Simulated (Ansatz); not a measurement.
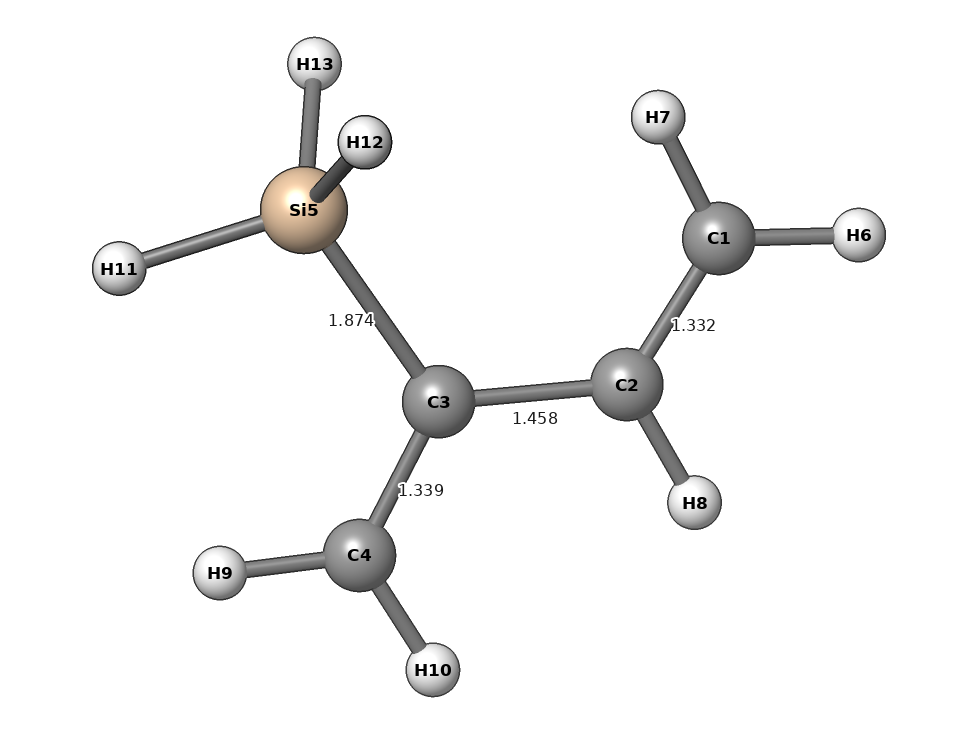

Bond lengths are marked in Å; every bond is drawn as one stick. The geometry was computed by an optimisation with PBE0-D4/def2-TZVP. No frequency run is at hand to confirm it as a minimum.

Q: Which of the marked bonds are single, double, triple or aromatic?

A: C1–C2 double; C2–C3 single; C3–C4 double; C3–Si5 single.

Q: Write the SMILES.

A: C=CC(=C)[SiH3]
